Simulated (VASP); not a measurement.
Band structure of Dy (hcp). Calculation: rev-vdW-DF2, VASP's PBE PAW potentials (set 64) (plane waves; VASP 6.6.1).

The 4f electrons are frozen in the core of the lanthanide potential, so 4f levels, which can set the real gap, and their magnetism are missing.

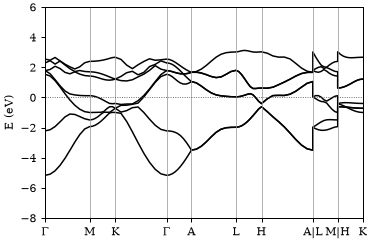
*Bands along high-symmetry lines, zero at the valence-band maximum or, without a gap, the Fermi level*

Q: Read the plot: is there a gap, and where are the band edges?

A: It has no gap at this level: it comes out as a metal or semimetal. (Edges off the drawn lines would not show.)

The compound is Dy in the hcp structure. It was relaxed first.
